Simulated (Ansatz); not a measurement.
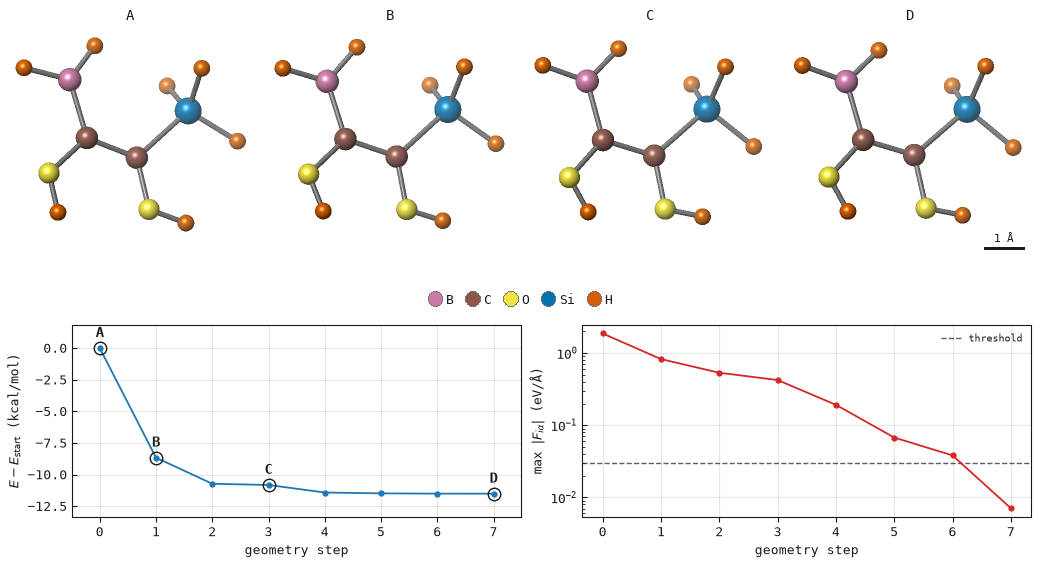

Frames of a relaxation of C2H7BO2Si (coarse preliminary run), marked on the history of the run. A ball-and-stick model, seen at a tilt.

The start comes from a force field.

Method: RKS PBE-D4/def2-SVP in Ansatz 0.2.0. (force threshold 0.03 eV/Å; at most 200 steps)

Q: Describe the path.

A: The largest move after the best rigid fit is that of an H atom, 0.26 Å. Largest moves by element: H 0.26 Å, C 0.11 Å, O 0.10 Å, B 0.10 Å, Si 0.05 Å. Near-neighbour distances that change, for instance: B–H 1.148 → 1.221 Å, H–O 1.025 → 0.976 Å, C–O 1.407 → 1.365 Å, H–Si 1.475 → 1.516 Å. Bond angles that change, for instance: C–O–H 119.1° → 107.3°, C–O–H 118.5° → 109.8°, C–B–H 126.0° → 117.9°. After 7 geometry steps the energy has fallen by 11.5 kcal/mol. The largest force component goes from 1.9 to 0.0071 eV/Å. From step 0 to 1: an H atom moves most (0.14 Å), energy −8.67 kcal/mol. From step 1 to 3: an H atom moves most (0.16 Å), energy −2.16 kcal/mol. From step 3 to 7: an H atom moves most (0.11 Å), energy −0.69 kcal/mol.

| step | E − E(0), kcal/mol | largest force component, eV/Å |
| --- | --- | --- |
| 0 | 0.00 | 1.8697 |
| 1 | -8.67 | 0.8256 |
| 2 | -10.73 | 0.5343 |
| 3 | -10.83 | 0.4235 |
| 4 | -11.42 | 0.1920 |
| 5 | -11.49 | 0.0676 |
| 6 | -11.51 | 0.0382 |
| 7 | -11.51 | 0.0071 |
